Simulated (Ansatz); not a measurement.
# CuAu (P4/mmm): the Drude term of Re ε in the infrared

Re ε of CuAu (P4/mmm) along x at low photon energies is read from one computed spectrum; the carriers' damping was typed as γ = 0.03 eV. x, y and z are the Cartesian axes of the input cell.

It takes space group P4/mmm (No. 123, tetragonal). The conventional cell has a = 2.811 Å, b = 2.811 Å, c = 3.685 Å, α = 90.00°, β = 90.00°, γ = 90.00°. Around Au on site a lie 8 Cu at 2.71 Å and 4 Au at 2.81 Å. Cu on site d has 8 Au at 2.71 Å and 4 Cu at 2.81 Å as nearest neighbours.

Method: Ansatz 0.2.0, PBE, independent particles, k-mesh 12×12×10 with interpolation inside its cells, Gaussian parameter 0.1 eV.

Launch of the response step: `ansatz run input.yaml --threads 4 --pin off --max-ram 8192MiB --backend cpu --events-out ev --progress --plain --runs-dir out`. The run took 34 s, on 4 threads of Intel(R) Xeon(R) Platinum 8559C (Emerald Rapids), on a shared host.

```
photon energy E (eV)  wavelength (µm)    Re ε
                0.25             4.96       ?
                0.30             4.13  -612.3
                0.35             3.54  -444.6
                0.40             3.10  -346.5
                0.50             2.48  -244.2
                0.60             2.07  -187.2
                0.70             1.77  -146.3
```

A Drude term over a constant background gives Re ε = ε_b − ωp²/(E² + γ²), linear in 1/(E² + γ²).

Working, on the rows shown:

| x = 1/(E² + γ²) (eV⁻²) | y = Re ε |
| --- | --- |
| 11.0011 | -612.3 |
| 8.10373 | -444.6 |
| 6.21504 | -346.5 |
| 3.98565 | -244.2 |
| 2.77085 | -187.2 |
| 2.03707 | -146.3 |

Means: x̄ = 5.6856, ȳ = -330.18. Σ(x − x̄)(y − ȳ) = -3019, Σ(x − x̄)² = 59.08. Slope = -3019 / 59.08 = -51.1; intercept = ȳ − slope · x̄ = -39.672. The line misses the rows shown by at most 11.

Predict the last column of the withheld row from the fit.

At x = 15.773 the line gives y = -845.61. The run gave -907.5, so the extrapolation is off by 62, 8 % of the range in the table. Beyond its data the fit drifts from the curve.

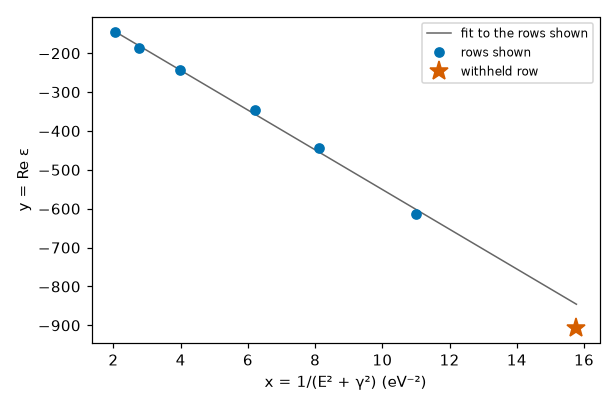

Refitted with all rows, the slope is -54.75 and the intercept -22.445. These give ωp = √(−slope) = 7.40 eV, against 7.94 eV from the program's Fermi-surface sum, and an intercept of -22.4. Taking the program's Drude term off the rows leaves 87 at the lowest energy and -18 at the highest, so the background isn't constant: interband transitions lie in or near the window, and neither fitted number can be trusted. The cell comes from an older database entry, whose edges can be off by a per cent or so. The values come from a sum over the points of one k-mesh and carry its error, which is largest for Fermi-surface quantities. Spin-orbit coupling is left out.

[Logs are printed without paths, hosts, clocks, repeated set-up lines and the standing remarks that a program may print on its own settings, such as how far it seeks lower states.]
